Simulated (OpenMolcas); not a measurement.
**NP (phosphorous nitride), step by step**

Wanted: a single-point energy (UHF/STO-3G), then the energy (CASSCF(6,6)/STO-3G), then a single-point energy (CASPT2(6,6)/STO-3G), then the energy (NEVPT2(6,6)/STO-3G) of NP (phosphorous nitride). 

Program for the calculation: OpenMolcas 26.06.

### 1 The molecule

NP: 2 atoms, total charge 0, spin state singlet. SMILES: `N#P`. The start is not the relaxed shape.

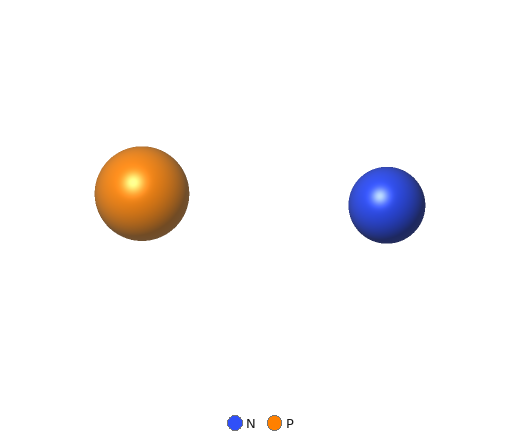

Viewed from a chosen angle; nitrogen blue, phosphorus orange.

### 2 A single-point energy at UHF/STO-3G (run 1)

step1.inp

```
>>> EXPORT MOLCAS_PRINT=2

&gateway
 baslib=$CurrDir
 basisset
 N.STO-3G....
 N1 0.000000 0.000000 -1.118134 angstrom
 End of Basis
 basisset
 P.STO-3G....
 P2 0.000000 0.000000 1.490866 angstrom
 End of Basis

&seward

&scf
 uhf
 scramble=0.25
 prorbitals=1 1
```

The basis set STO-3G is read from a file made from the Basis Set Exchange's data (not shown).

On the command line:

```console
export MOLCAS_MEM=1860
pymolcas step1.inp > step1.log
```

Output:

```text
--- Start Module: gateway ---

                                              &GATEWAY

                       available to each process: 1.9 GB of memory, 1 thread

 Basis Set     1 Label: N.STO-3G....
 Basis set is read from library:.
 basistype.tbl is not found

 Basis Set     2 Label: P.STO-3G....
 Basis set is read from library:.
 basistype.tbl is not found

++    Symmetry information:
      ---------------------

                    Character Table for C1

                             E
                    a        1  x, y, xy, Rz, z, xz, Ry, yz, Rx, I
--

++    Basis set information:
      ----------------------

      Basis set label: N.STO-3G.........

[... 84 lines left out ...]
      Nuclear repulsion energy =   21.29689809
[... 44 lines left out ...]
                               UHF SCF        iterations: Energy and convergence statistics
[... 38 lines left out ...]
 *                                             SCF/KS-DFT Program, Final results                                             *
[... 74 lines left out ...]
      Title: Natural orbitals
[... 13 lines left out ...]
++    Molecular properties:
      ---------------------

      Charge (e):
                      =   -0.0000
      Dipole Moment (debye):
      Origin of the operator (angstrom)=    0.0000    0.0000    0.6786
                   X= -2.5515E-06               Y=  3.1266E-06               Z=  3.7988E-01           Total=  3.7988E-01
      Quadrupole Moment (debye*angstrom):
      Origin of the operator (angstrom)=    0.0000    0.0000    0.6786
                  XX= -1.4709E+01              XY= -1.5591E-05              XZ= -1.6521E-05              YY= -1.4709E+01
                  YZ= -1.0062E-05              ZZ= -1.5643E+01
      In traceless form (debye*angstrom)
                  XX=  4.6672E-01              XY= -2.3386E-05              XZ= -2.4782E-05              YY=  4.6683E-01
                  YZ= -1.5093E-05              ZZ= -9.3354E-01
--

--- Stop Module: scf /rc=_RC_ALL_IS_WELL_ ---
--- Module scf spent 1 second ---

.##################.
.# Happy landing! #.
.##################.

    Timing: Wall=1.96 User=1.58 System=0.33
```

It took 2.1 s on 1 thread of Intel Xeon Platinum 8488C (Sapphire Rapids), shared host; peak memory 0.37 GiB.

### 3 A single-point energy at CASSCF(6,6)/STO-3G (run 2)

step2.inp

```
* NP CASSCF
&GATEWAY
BasLib=$CurrDir
BasisSet
N.STO-3G....
N1 0.000000 0.000000 -1.118134 angstrom
End of Basis
BasisSet
P.STO-3G....
P2 0.000000 0.000000 1.490866 angstrom
End of Basis
&SEWARD
&RASSCF
FileOrb=$CurrDir/step1.UnaOrb
Spin=1
Nactel=6 0 0
Inactive=8
Ras2=6
OrbListing=Nothing
```

The basis set STO-3G is read from a file made from the Basis Set Exchange's data (not shown).

On the command line:

```console
export MOLCAS_MEM=1860
pymolcas step2.inp > step2.log
```

Output:

```text
--- Start Module: gateway ---

                                              &GATEWAY

                       available to each process: 1.9 GB of memory, 1 thread

 Basis Set     1 Label: N.STO-3G....
 Basis set is read from library:.
 basistype.tbl is not found

 Basis Set     2 Label: P.STO-3G....
 Basis set is read from library:.
 basistype.tbl is not found

++    Symmetry information:
      ---------------------

                    Character Table for C1

                             E
                    a        1  x, y, xy, Rz, z, xz, Ry, yz, Rx, I
--

++    Basis set information:
      ----------------------

      Basis set label: N.STO-3G.........

[... 84 lines left out ...]
      Nuclear repulsion energy =   21.29689809
[... 78 lines left out ...]
      Convergence after  9 iterations
[... 11 lines left out ...]
      energy=    -390.597331
[... 11 lines left out ...]
      *                                                    Final results                                                     *
[... 16 lines left out ...]
      Final state energy(ies):
[... 32 lines left out ...]
      Dipole Moment (debye):
[... 11 lines left out ...]
      Average orbitals are written to the RASORB file
      Natural orbitals for root   1 are written to the RASORB.1 file
      Spin density orbitals for root   1 are written to the SPDORB.1 file

--- Stop Module: rasscf /rc=_RC_ALL_IS_WELL_ ---

.##################.
.# Happy landing! #.
.##################.

    Timing: Wall=1.62 User=1.27 System=0.28
```

Run time: 1.8 s. Hardware: 1 thread of Intel Xeon Platinum 8488C (Sapphire Rapids), shared host; peak memory 0.37 GiB.

### 4 A single-point energy at CASPT2(6,6)/STO-3G (run 3)

step3.input

```
&GATEWAY
BasLib
$CurrDir
BasisSet
N.STO-3G....
N1 0.000000 0.000000 -1.118134 angstrom
End of Basis
BasisSet
P.STO-3G....
P2 0.000000 0.000000 1.490866 angstrom
End of Basis
&SEWARD
&RASSCF
FileOrb
$CurrDir/step2.RasOrb
Spin
1
Nactel
6 0 0
Inactive
8
Ras2
6
OrbListing
Nothing
&CASPT2
Imaginary
0.1
Frozen
6
```

The basis set STO-3G is read from a file made from the Basis Set Exchange's data (not shown).

On the command line:

```console
export MOLCAS_MEM=1860
pymolcas step3.input > step3.log
```

Output:

```text
--- Start Module: gateway ---

                                              &GATEWAY

                       available to each process: 1.9 GB of memory, 1 thread

 Basis Set     1 Label: N.STO-3G....
 Basis set is read from library:.
 basistype.tbl is not found

 Basis Set     2 Label: P.STO-3G....
 Basis set is read from library:.
 basistype.tbl is not found

++    Symmetry information:
      ---------------------

                    Character Table for C1

                             E
                    a        1  x, y, xy, Rz, z, xz, Ry, yz, Rx, I
--

++    Basis set information:
      ----------------------

      Basis set label: N.STO-3G.........

[... 170 lines left out ...]
      Note: transformation to natural orbitals
[... 11 lines left out ...]
      Natural orbitals and occupation numbers for root  1
[... 20 lines left out ...]
      Final state energy(ies):
[... 45 lines left out ...]
      Natural orbitals for root   1 are written to the RASORB.1 file
[... 71 lines left out ...]
 Compute H0 matrices for state    1
[... 29 lines left out ...]
      Reference weight:           0.99918
[... 1 line left out ...]
      Contributions to the CASPT2 correlation energy
      Active & Virtual Only:          0.0000000000
      One Inactive Excited:          -0.0002594916
      Two Inactive Excited:          -0.0007868730

++ Denominators, etc.
--------------------------------------------------------------------------------------------------------------
 Report on small energy denominators, large coefficients, and large energy contributions.
CASE  SYMM ACTIVE-MIX  NON-ACTIVE INDICES          DENOMINATOR     RHS VALUE       COEFFICIENT     CONTRIBUTION
--

   (Skipping property calculation,
    use PROP keyword to activate)
--

  Total CASPT2 energies:
::    CASPT2 Root  1     Total energy:   -390.59838449

  A NEW JOBIPH FILE NAMED 'JOBMIX' IS PREPARED.
********************************************************************************
--- Stop Module: caspt2 /rc=_RC_ALL_IS_WELL_ ---

.##################.
.# Happy landing! #.
.##################.

    Timing: Wall=1.54 User=1.19 System=0.29
```

Wall time 1.7 s (1 thread of Intel Xeon Platinum 8488C (Sapphire Rapids), shared host); peak memory 0.37 GiB.

### 5 A single-point energy at NEVPT2(6,6)/STO-3G (run 4)

step4.inp

```
&gateway
 baslib=$CurrDir
 basisset
 N.STO-3G....
 N1 0.000000 0.000000 -1.118134 angstrom
 End of Basis
 basisset
 P.STO-3G....
 P2 0.000000 0.000000 1.490866 angstrom
 End of Basis

&seward

&rasscf
 fileorb=$CurrDir/step2.RasOrb
 spin=1
 nactel=6 0 0
 inactive=8
 ras2=6
 orblisting=Nothing

&caspt2
 sc-nevpt2
 frozen=6
```

The basis set STO-3G is read from a file made from the Basis Set Exchange's data (not shown).

On the command line:

```console
export MOLCAS_MEM=1860
pymolcas step4.inp > step4.log
```

Output:

```text
--- Start Module: gateway ---

                                              &GATEWAY

                       available to each process: 1.9 GB of memory, 1 thread

 Basis Set     1 Label: N.STO-3G....
 Basis set is read from library:.
 basistype.tbl is not found

 Basis Set     2 Label: P.STO-3G....
 Basis set is read from library:.
 basistype.tbl is not found

++    Symmetry information:
      ---------------------

                    Character Table for C1

                             E
                    a        1  x, y, xy, Rz, z, xz, Ry, yz, Rx, I
--

++    Basis set information:
      ----------------------

      Basis set label: N.STO-3G.........

[... 170 lines left out ...]
      Note: transformation to natural orbitals
[... 11 lines left out ...]
      Natural orbitals and occupation numbers for root  1
[... 20 lines left out ...]
      Final state energy(ies):
[... 45 lines left out ...]
      Natural orbitals for root   1 are written to the RASORB.1 file
[... 75 lines left out ...]
 Compute H0 matrices for state    1
[... 22 lines left out ...]
      Reference weight:           0.99958
[... 6 lines left out ...]
  FINAL SC-NEVPT2 RESULT:

      Reference energy:        -390.5973310606
      E2 (Non-variational):      -0.0007358912
      E2 (Variational):          -0.0007358912
      Total energy:            -390.5980669518
      Residual norm:              0.0000000000
      Reference weight:           0.99959

      Contributions to the SC-NEVPT2 correlation energy
      Active & Virtual only:          0.0000000000
      One Inactive Excited:          -0.0002148051
      Two Inactive Excited:          -0.0005210861

   (Skip denominator check etc. with SC-NEVPT2 wavefunction)

   (Skipping property calculation,
    use PROP keyword to activate)
--

  Total SC-NEVPT2 energies:
::    SC-NEVPT2 Root  1     Total energy:   -390.59806695

  A NEW JOBIPH FILE NAMED 'JOBMIX' IS PREPARED.
********************************************************************************
--- Stop Module: caspt2 /rc=_RC_ALL_IS_WELL_ ---

.##################.
.# Happy landing! #.
.##################.

    Timing: Wall=1.63 User=1.25 System=0.31
```

Run time: 1.8 s. Hardware: 1 thread of Intel Xeon Platinum 8488C (Sapphire Rapids), shared host; peak memory 0.37 GiB.

### 6 What came out

```
                                                 quantity          value
                          run 1, UHF/STO-3G: total energy  -390.45325 Eh
                         run 1, UHF/STO-3G: dipole moment         0.38 D
                           run 1, UHF/STO-3G: HOMO energy       -5.36 eV
                           run 1, UHF/STO-3G: LUMO energy        7.22 eV
                         run 1, UHF/STO-3G: HOMO–LUMO gap       12.58 eV
                                  run 1, UHF/STO-3G: ⟨S²⟩          2.853
                  run 2, CASSCF(6,6)/STO-3G: total energy  -390.59733 Eh
run 2, CASSCF(6,6)/STO-3G: dipole moment (CASSCF density)         0.30 D
                  run 3, CASPT2(6,6)/STO-3G: total energy  -390.59838 Eh
run 3, CASPT2(6,6)/STO-3G: dipole moment (CASSCF density)         0.30 D
                  run 4, NEVPT2(6,6)/STO-3G: total energy  -390.59807 Eh
run 4, NEVPT2(6,6)/STO-3G: dipole moment (CASSCF density)         0.30 D
```

What this shows: ⟨S²⟩ (run 1, UHF/STO-3G) is 2.85 where a pure singlet has 0.00: the reference is spin-contaminated. The run (run 1, UHF/STO-3G) may have ended on a state above the lowest.
